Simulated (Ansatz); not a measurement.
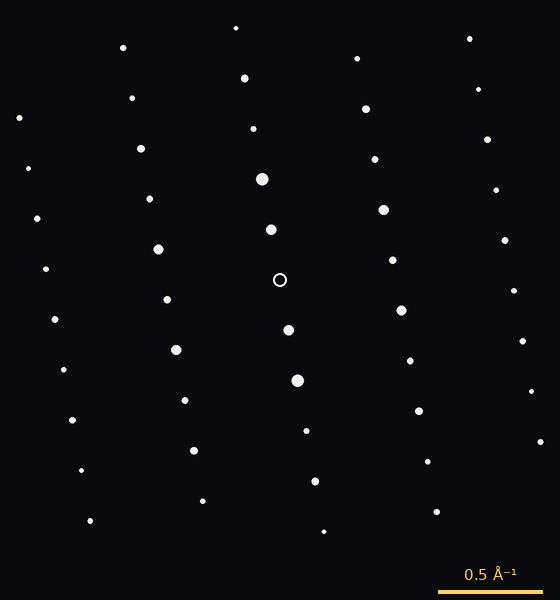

Simulated selected-area electron diffraction pattern (200 kV, kinematic approximation, thin crystal, B = 0.3 Å² for all atoms).

Phase: KSr₂H₆, space group Fm-3m (No. 225), a = 8.115 Å. Structure: coordinates from a relaxation with DFT, PAW plane waves, r2scan (Ansatz 0.2.0); the starting structure was generated, so it need not be a known form of this composition.

> Which low-index zone axis gives this pattern?

The spots form a rectangular net whose two shortest vectors correspond to d = 4.06 Å and 1.81 Å, 90.0° apart. They index as 0 0 2 and 2 -4 0, so the zone axis is [210] (or an equivalent direction of <210>).
